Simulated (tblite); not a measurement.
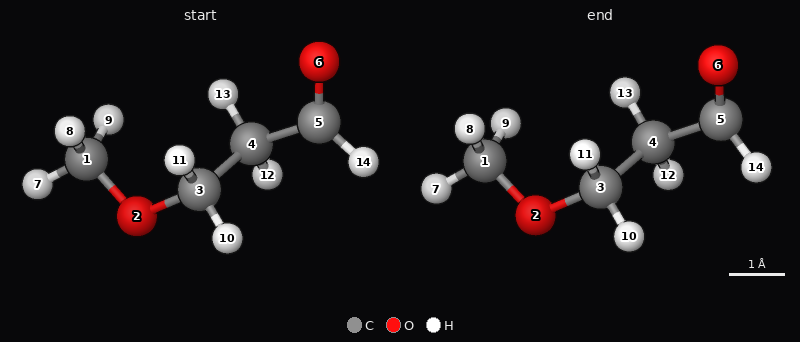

The structure of C$_{4}$H$_{8}$O$_{2}$ (charge −1, multiplicity 2) before (left) and after (right) a relaxation, at one scale.

A ball-and-stick model, seen from a free direction.

Level of theory: GFN2-xTB geometry optimisation, gas phase (tblite). 

> Describe what moved and what it gained.

The energy falls by 0.316 eV in 54 geometry steps. The largest move after the best rigid fit is that of O6, 0.22 Å. By element the largest moves are O 0.22 Å, H 0.19 Å, C 0.09 Å. Some distances before and after: C5–O6 1.244 → 1.307 Å, C5–H14 1.095 → 1.119 Å, C1–O2 1.417 → 1.395 Å, C4–H13 1.113 → 1.094 Å. Among the angles between lasting bonds that change: C4–C5–H14 118.2° → 111.9°, O6–C5–H14 123.6° → 118.1°, O2–C3–C4 112.3° → 117.2°.
